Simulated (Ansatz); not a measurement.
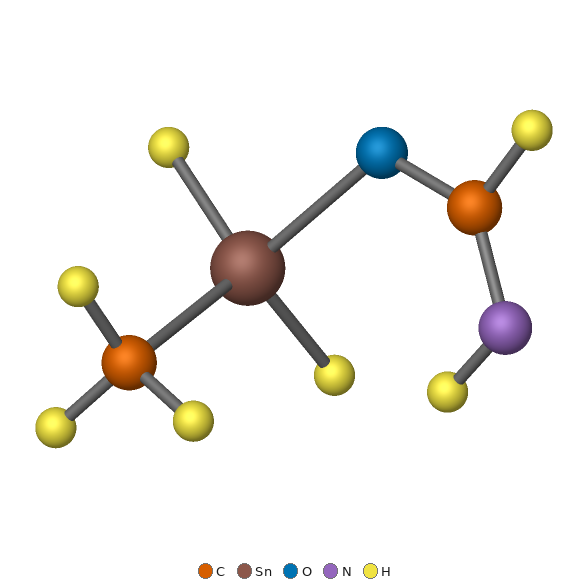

(Drawn from a calculation with Ansatz.)

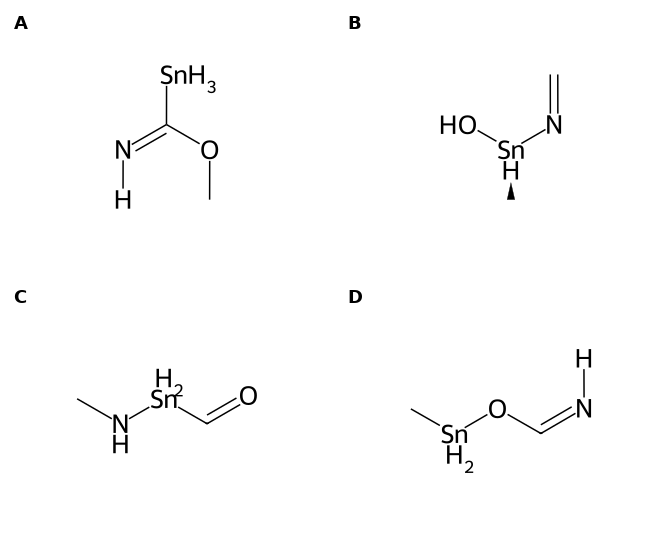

**The first picture shows one of the molecules drawn in the second. Which?**

D, `[H]/N=C\[O][SnH2][CH3]`.
